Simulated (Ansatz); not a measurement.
# Calculations on AlSiH3F2 and related structures

## 1. Relaxation

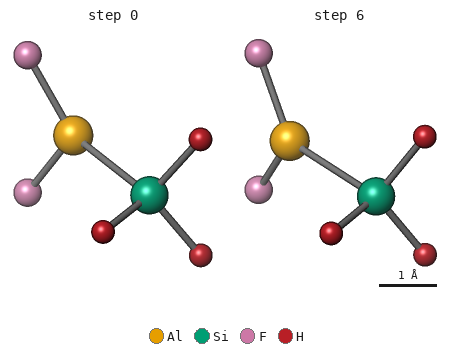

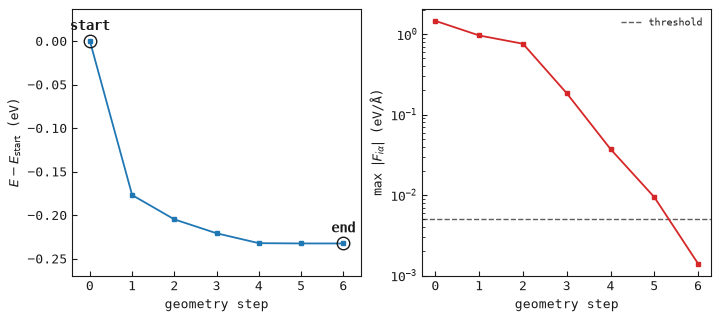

First and last geometry of a relaxation of AlSiH$_{3}$F$_{2}$, with the history of the run. The picture is a ball-and-stick view, seen from a free direction.

It is one of the separated reactants of a reaction.

These are results of RKS PBE0-D4/def2-TZVP (Ansatz 0.2.0), not measurements.

The input:
```yaml
crystal:
  periodic: [false, false, false]
  atoms:
    - {symbol: Al, position_ang: [-0.829625, -0.439697, -0.164608]}
    - {symbol: Si, position_ang: [-0.065245, 1.825769, -0.678961]}
    - {symbol: F, position_ang: [-0.990263, -1.505919, -1.439116]}
    - {symbol: F, position_ang: [-1.957391, -0.613250, 1.054016]}
    - {symbol: H, position_ang: [-1.089889, 2.658508, -1.370338]}
    - {symbol: H, position_ang: [0.334048, 2.571972, 0.553902]}
    - {symbol: H, position_ang: [1.146131, 1.819515, -1.555684]}
basis:
  gaussian: {orbitals: def2-TZVP}
hamiltonian: {xc: pbe0, dispersion: d4}
relax: {f_tol: 0.005, max_steps: 200}
```

Run as
```bash
ansatz run in.yaml --threads 8 --pin off --events-out ev --progress --plain --max-ram 19148MiB
```

### Read the history and describe the run.

It converged. Over 6 geometry steps the energy falls by 0.232 eV. The largest force component goes from 1.5 to 0.0014 eV/Å. The largest move after the best rigid fit is that of Al1, 0.25 Å. Largest moves by element: Al 0.25 Å, F 0.12 Å, H 0.07 Å, Si 0.04 Å. Some distances before and after: Al1–F3 1.669 → 1.643 Å, Al1–Si2 2.446 → 2.431 Å, Si2–H6 1.495 → 1.486 Å. Bond angles that change, for instance: Al1–Si2–H5 113.6° → 109.3°, Si2–Al1–F3 117.5° → 121.5°, H6–Si2–H7 105.6° → 109.3°.

## 2. Relaxation

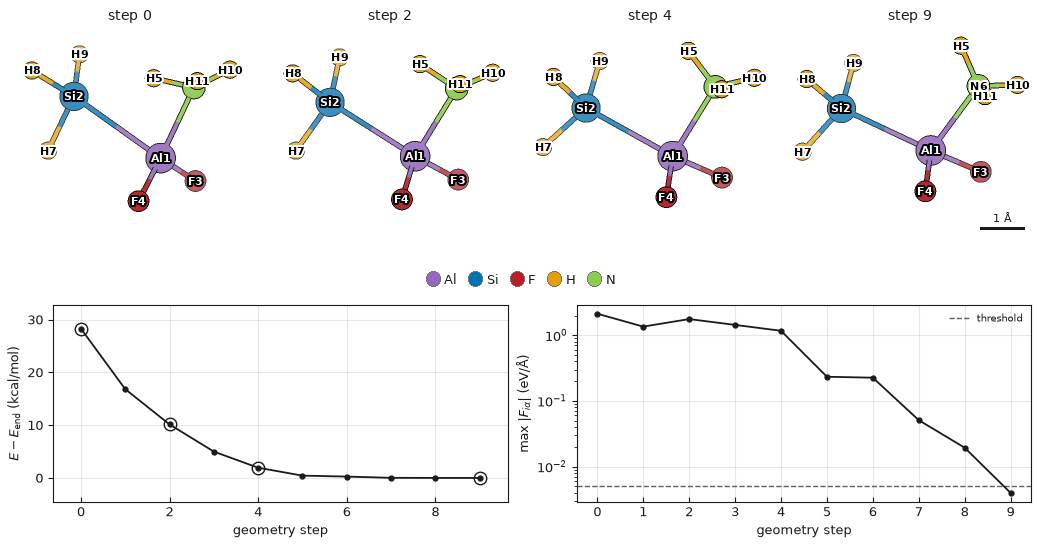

Frames of a relaxation of AlSiNH6F2 (started from a transition state, displaced along its imaginary mode), marked on the history of the run. The picture is a ball-and-stick view, seen at a tilt.

Level of theory: Ansatz, RKS PBE0-D4/def2-TZVP. Set-up: force threshold 0.005 eV/Å; at most 200 steps.

> Describe the path.

The atom that moves furthest after the best rigid fit is H5 (1.08 Å). Largest moves by element: H 1.08 Å, Si 0.45 Å, Al 0.30 Å, F 0.29 Å, N 0.12 Å. Some distances before and after: Si2–H5 2.151 → 3.542 Å, Al1–Si2 2.574 → 2.446 Å, Al1–N6 1.931 → 2.033 Å, H5–N6 1.047 → 1.015 Å. Bond angles that change, for instance: Al1–N6–H5 70.7° → 116.0°, Al1–Si2–H7 87.5° → 113.6°, Si2–Al1–N6 87.1° → 108.4°. After 9 geometry steps the energy has fallen by 28.3 kcal/mol. The largest force component goes from 2.1 to 0.004 eV/Å. From step 0 to 2: H5 moves most (0.38 Å), energy −18.2 kcal/mol. From step 2 to 4: H5 moves most (0.39 Å), energy −8.21 kcal/mol. From step 4 to 9: H5 moves most (0.35 Å), energy −1.94 kcal/mol.

## 3. Reaction

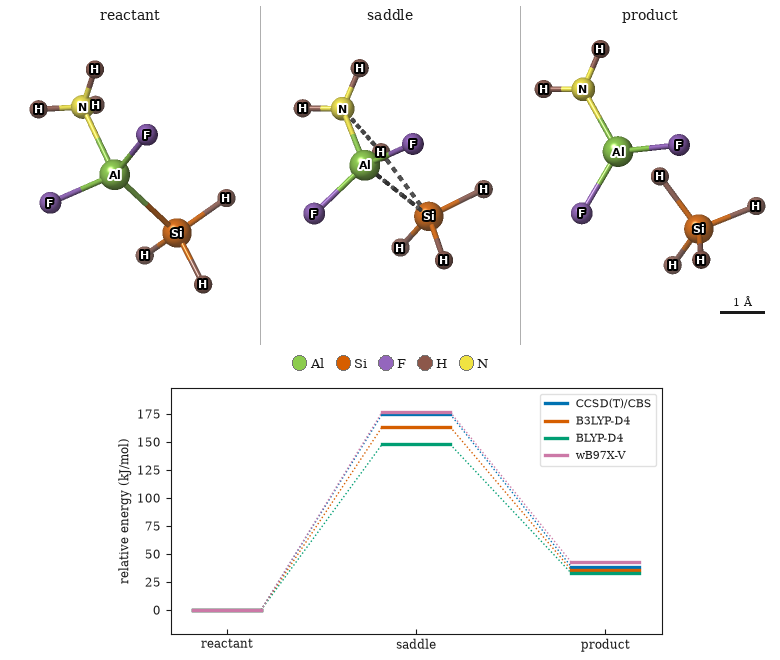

A reaction step of AlSiNH$_{6}$F$_{2}$, with its energy diagram. Style: ball-and-stick. Shown from a free direction. Dashed sticks mark bonds that form or break.

Stationary points at PBE0-D4/def2-TZVP, single-point energies with CCSD(T)/CBS, B3LYP-D4, BLYP-D4, wB97X-V (def2-TZVPP where no basis is named; Ansatz 0.2.0). The energies are electronic, without zero-point or thermal terms, and both ends are the relaxed geometries reached downhill from the saddle, with any fragments still in contact. CCSD(T)/CBS stands for a frozen-core estimate: MP2 correlation extrapolated from def2-TZVPP and def2-QZVPP, CCSD(T) minus MP2 from the smaller set.

> Describe the step and its energetics.

Counted by bonded pieces, the reactant holds AlSiH₆NF₂ and the product holds AlH₂NF₂ + SiH₄. From the reactant over the saddle to the product, a bond forms: H–Si (3.54 → 1.85 → 1.51 Å). Bonds break: Al–Si (2.45 → 2.68 → 3.13 Å), H–N (1.01 → 1.44 → 2.86 Å). Bonds that stay but change much: Al–N (2.03 → 1.85 → 1.75 Å). The saddle has one imaginary mode, 1274i cm⁻¹. The end the reactant keeps a soft imaginary mode of 36i cm⁻¹, so it isn't quite a minimum. The end the product keeps a soft imaginary mode of 45i cm⁻¹, so it isn't quite a minimum. With CCSD(T)/CBS the barrier is 174.9 kJ/mol from the reactant and 136.2 kJ/mol from the product, and the product lies 38.7 kJ/mol above the reactant.

```
      level  barrier from the reactant (kJ/mol)  barrier from the product (kJ/mol)  the product less the reactant (kJ/mol)
CCSD(T)/CBS                               174.9                              136.2                                    38.7
   B3LYP-D4                               163.4                              127.6                                    35.9
    BLYP-D4                               147.9                              115.0                                    32.9
    wB97X-V                               176.8                              134.0                                    42.8
```

Against CCSD(T)/CBS, wB97X-V comes closest on the barrier from the reactant (+1.9 kJ/mol) and BLYP-D4 misses most (−26.9 kJ/mol).
